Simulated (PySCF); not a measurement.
# F$_{6}$W, SMILES `F[W](F)(F)(F)(F)F`: electronic structure

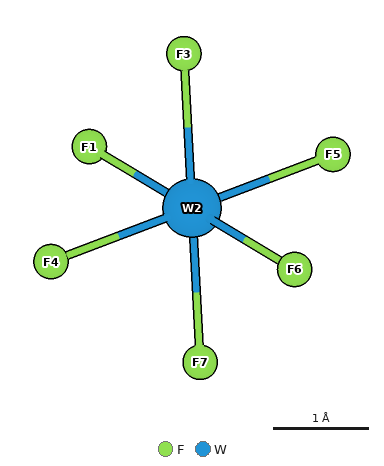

The molecule, with its atoms numbered as below. No frequency check shows the geometry to be a minimum.

Cartesian coordinates (Å):

```
F1      -1.3011    0.1471   -1.2888
W2      -0.0000   -0.0000    0.0001
F3      -0.0416    1.8198    0.2496
F4      -1.2972   -0.2063    1.2849
F5       1.2969    0.2066   -1.2848
F6       1.3011   -0.1472    1.2890
F7       0.0423   -1.8197   -0.2503
```

## 1. Bonding charge

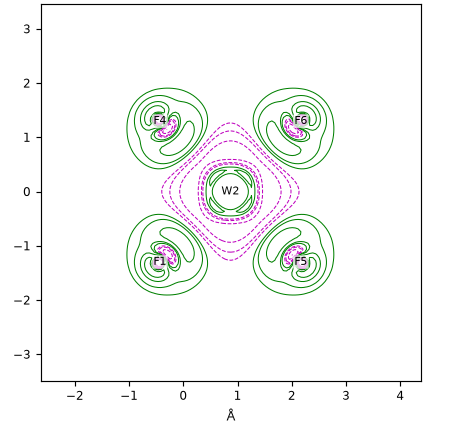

Deformation density (molecule less spherical, spin-averaged free atoms) in the plane of F1, W2, F4, F5 and F6; contours at ±0.05 to ±0.8 e/Å³; solid green lines: gain, dashed magenta lines: loss.

PySCF calculation, TPSS/def2-SVPD, gas phase; geometry: GFN2-xTB. Core potentials replace the inner electrons of W; spin–orbit coupling isn't included. This is a single-reference result, which may miss multireference character in this system.

Q: How much density has each bond in this plane gained at its critical point, relative to the free atoms?

A: F1–W2, W2–F5, W2–F4 and W2–F6: −0.02 e/Å³ at the bond critical point (bond length 1.84 Å); up to 0.6 Å beside the axis the gain reaches +0.23 e/Å³. In all, 1.6 electrons gather in the regions of gain relative to the promolecule. A small or negative value marks a very polar bond, one between electron-rich atoms, whose free-atom densities already overlap strongly, a long bond to a heavier atom, or a closed-shell contact such as a hydrogen bond.

## 2. Bond critical points

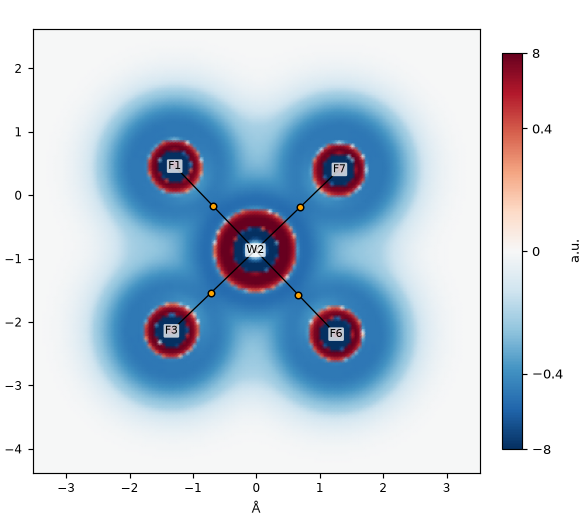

Negative Laplacian of the density (−∇²ρ) in the plane of F1, W2, F3, F6 and F7 (red positive, blue negative, colour scale in a.u., logarithmic beyond ±0.04), with bond paths and bond critical points (dots).

Q: At which bond critical points in this plane is charge locally concentrated, and at which depleted?

A: At none is it concentrated. Depleted (∇²ρ > 0): F1–W2, W2–F7, W2–F3 and W2–F6 (+0.93 a.u., H = −0.039). A positive Laplacian with negative H is typical of metal–ligand bonds.

## 3. Electrostatic potential

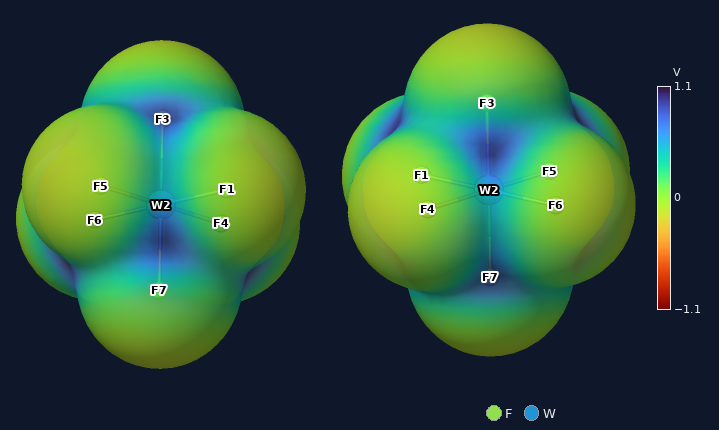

Electrostatic potential on the surface of electron density 0.001 a.u. (back view left, front view right).

Q: Where are the extremes of the potential on the surface?

A: Highest: 1.00 V, near F4 (1.87 Å), F6 (1.97 Å) and F3 (2.02 Å), over W2 (2.3 Å), and at like points elsewhere. Lowest: −0.15 V, 1.6 Å from F1, and at like points elsewhere. The surface is sampled at points, so like sites can differ by a few per cent and only the strongest of them is named.

Q: What volume does the surface enclose, and what is the dipole moment?

A: About 102 Å³; the dipole moment is 0.0 D.

## 4. In an electric field

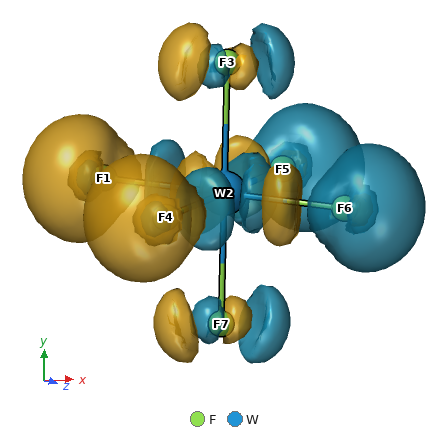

Change of the electron density in a uniform field of 0.26 V/Å, surfaces at ±0.002 e/Å³ (yellow: gain, teal: loss).

Computed with PySCF, TPSSh/def2-SVPD, geometry: GFN2-xTB. Core potentials replace the inner electrons of W; spin–orbit coupling isn't included. This is a single-reference result, which may miss multireference character in this system.

The field was applied in both directions; the picture shows the one opposite to the script's first.

Q: Along which Cartesian direction does the field point?

A: Along +x: electrons gather on the −x side, against the field.

Q: How large is the response?

A: The induced dipole is 0.61 D (along the field); α along this axis, from the fields in both directions, is 48 bohr³ (7.1 Å³).

## 5. Localised orbitals

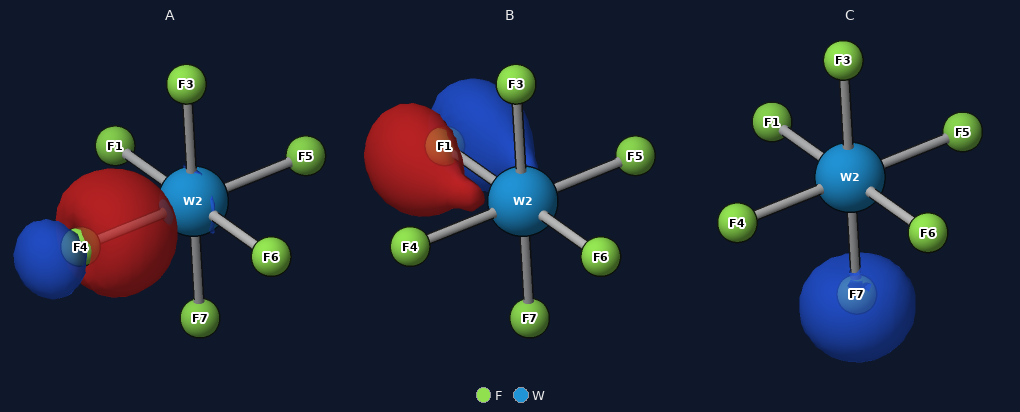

Pipek–Mezey orbitals, occupied; each surface holds about 85 % of the orbital's density. Energies are diagonal elements of the Fock matrix.

PySCF calculation, r2SCAN/def2-TZVP, gas phase; geometry: GFN2-xTB. Core potentials replace the inner electrons of W; spin–orbit coupling isn't included. This is a single-reference result, which may miss multireference character in this system.

Q: Identify each orbital.

A: By panel:
- A: very polar σ bond F4–W2, mostly on F4 (F4 92 %, W2 8 %; −19.7 eV)
- B: lone pair on F1 (p-type) (F1 96 %, W2 4 %; −12.5 eV)
- C: lone pair on F7 (s-type) (F7 98 %; −27.5 eV)

Q: Which has the smallest and which the largest spatial spread?

A: Smallest: C (0.58 Å); largest: B (0.81 Å).

The PySCF runs shown took 27 s, 56 s and 42 s on 1 thread of Intel(R) Xeon(R) 6975P-C (Granite Rapids), with other jobs on the host.
